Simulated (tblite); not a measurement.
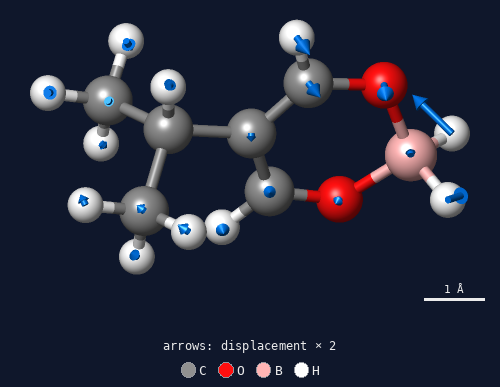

A relaxation of C6H11BO2. The starting structure is drawn; blue arrows show the displacements, 2 times their true length. The two geometries are superimposed by the best rigid fit.

A ball-and-stick model, seen at a tilt.

Computed with GFN2-xTB geometry optimisation, gas phase in tblite 0.8.0. 

Which element moves most?

Answer. Hydrogen: up to 0.47 Å, against 0.27 Å for oxygen.

Describe the change and its energy.

Answer. After 68 geometry steps the energy has fallen by 70.4 kJ/mol. The atom that moves furthest after the best rigid fit is an H atom (0.47 Å). By element the largest moves are H 0.47 Å, O 0.27 Å, C 0.18 Å, B 0.07 Å. Some distances before and after: C–O 1.396 → 1.261 Å, C–C 1.500 → 1.394 Å, C–C 1.326 → 1.393 Å, B–O 1.502 → 1.543 Å. Among the angles between lasting bonds that change: H–B–H 109.0° → 115.9°, C–C–O 121.9° → 125.8°, O–C–H 118.6° → 114.9°. Groups turn about B–O by about 25°. The run took 1.7 s on 1 thread of Intel(R) Xeon(R) Processor @ 2.50GHz, with other jobs on the host.
